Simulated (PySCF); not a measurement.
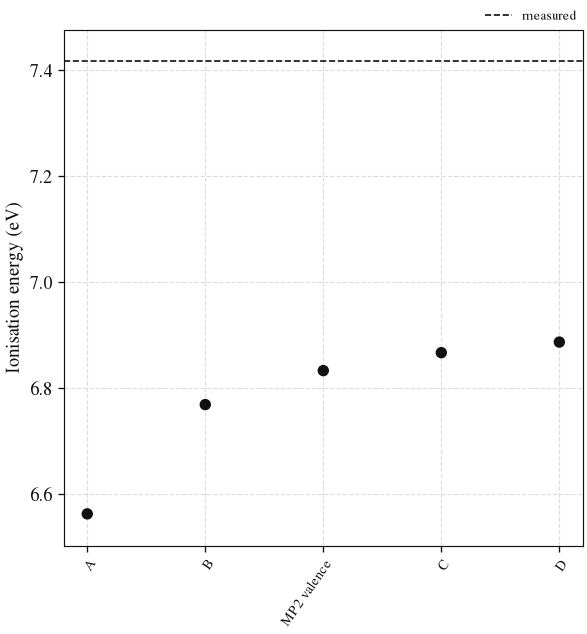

The ionisation energy of neutral lead ([Xe] 4f¹⁴ 5d¹⁰ 6s² 6p² → [Xe] 4f¹⁴ 5d¹⁰ 6s² 6p) by several methods, in rising order. PySCF, aug-cc-pwCVTZ-PP with a 60-electron core potential, unrestricted single determinants, no spin-orbit coupling. Methods marked “valence” freeze 18 core electrons. The lettered entries are CCSD valence, CCSD(T) valence, HF and SCS-MP2 valence in some order.

**Match the letters to the methods.**

A is HF (6.563 eV); B is SCS-MP2 valence (6.769 eV); C is CCSD valence (6.867 eV); D is CCSD(T) valence (6.887 eV). The values run from 6.563 eV (HF) to 6.887 eV (CCSD(T) valence). The measured value is 7.417 eV; nearest to it come CCSD(T) valence (−0.530) and CCSD valence (−0.550), furthest HF (−0.854 eV).

Caveat: spin-orbit shift not estimated.
